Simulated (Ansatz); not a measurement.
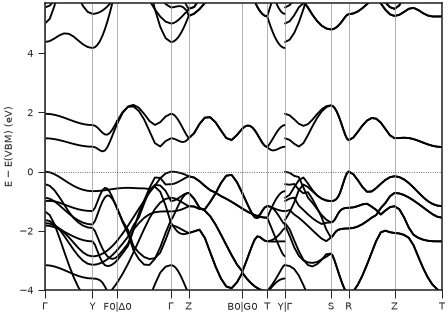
Figure. Band structure from LDA (plane waves, PAW; program Ansatz)

Problem. Read off the gap and where the band edges lie.

Solution. About 0.7 eV (0.68 eV by a search for the band edges); maximum at R, minimum on the Y–F0 line, 41 % of the way from Y.

The material is I (molecular I2 type, space group No. 64).

Space group Cmce (molecular I2 type). The cell was relaxed with LDA under the symmetry of its start. A crystal of weakly bound molecules computed without a dispersion correction: the cell and the soft elastic constants depend strongly on that. Spin–orbit coupling is left out wherever it is not named.

Potentials: the later of the program's two PAW sets.
